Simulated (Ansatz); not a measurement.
Start from BaTiO$_{3}$ (space group P4mm, No. 99; a = 3.972 Å, c = 4.113 Å). Axes: x, y, z lie along a, b, c of the conventional cell.

The change: compressive biaxial strain of 0.81 % in the plane normal to [001], as in epitaxy on a mismatched substrate; the out-of-plane cell vector and the atoms relax.

All numbers come from Ansatz (a quantum-chemistry and plane-wave program), r2SCAN, PAW, cutoff 500 eV, no spin-orbit coupling.

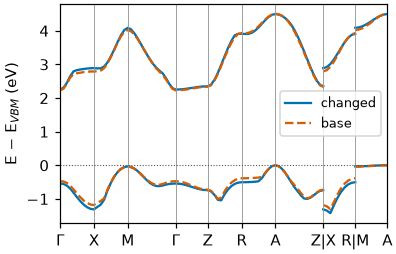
*Highest valence and lowest conduction band along the path, each from its own valence-band maximum*

The gap is 2.25 eV, indirect, A → Γ; the base has 2.23 eV.

Stability against distortions was not tested. The final runs are not spin-polarised.
